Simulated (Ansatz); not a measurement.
## AlCo (Pm-3m): Drude plasma energy against volume

The cell of AlCo (Pm-3m) is scaled evenly and the response computed anew at each volume, on one mesh.

The structure is cubic, space group Pm-3m (No. 221). The conventional cell has a = 2.819 Å, b = 2.819 Å, c = 2.819 Å, α = 90.00°, β = 90.00°, γ = 90.00°. Co on site b is surrounded by 8 Al at 2.44 Å. Around Al on site a lie 8 Co at 2.44 Å.

Method: Ansatz 0.2.0, PBE, independent particles, k-mesh 14×14×14 with interpolation inside its cells, Gaussian parameter 0.1 eV.

Launch of the response step: `ansatz run input.yaml --threads 4 --pin off --max-ram 8192MiB --backend cpu --events-out ev --progress --plain --runs-dir out`. The series took 71 s in all, on 4 threads of Intel(R) Xeon(R) Processor @ 2.70GHz, with other jobs on the host.

| V/V₀ | V (Å³, primitive cell) | Drude plasma energy (eV) |
| --- | --- | --- |
| 0.94 | 21.07 | 4.1660 |
| 0.96 | 21.52 | 4.1167 |
| 0.98 | 21.96 | ? |
| 1.00 | 22.41 | 4.0234 |
| 1.02 | 22.86 | 3.9791 |
| 1.04 | 23.31 | 3.9362 |
| 1.06 | 23.76 | 3.8947 |

For small changes the quantity should be close to linear in ln V.

Working, on the rows shown:

| x = ln(V/V₀) | y = Drude plasma energy |
| --- | --- |
| -0.0618754 | 4.166 |
| -0.040822 | 4.1167 |
| 0 | 4.0234 |
| 0.0198026 | 3.9791 |
| 0.0392207 | 3.9362 |
| 0.0582689 | 3.8947 |

Means: x̄ = 0.0024325, ȳ = 4.0194. Σ(x − x̄)(y − ȳ) = -0.02437, Σ(x − x̄)² = 0.01079. Slope = -0.02437 / 0.01079 = -2.26; intercept = ȳ − slope · x̄ = 4.0248. The line misses the rows shown by at most 0.0015 eV.

**Question.** Predict the last column of the withheld row from the fit.

**Answer.** At x = -0.020203 the line gives y = 4.0705 eV. The run gave 4.0692 eV, so the interpolation is off by 0.0013 eV, 0.5 % of the range in the table.

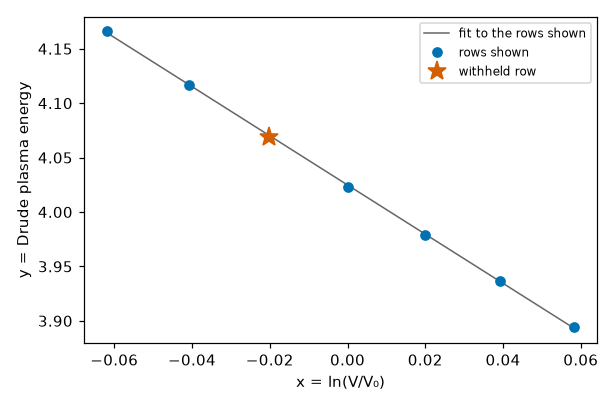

Between the rows on either side of x = 0 the slope is (3.9791 − 4.0692) / (0.019803 − (-0.020203)) = -2.252. So d ln ωp/d ln V = -0.56; free electrons would give −0.50. The values come from a sum over the points of one k-mesh and carry its error, which is largest for Fermi-surface quantities.
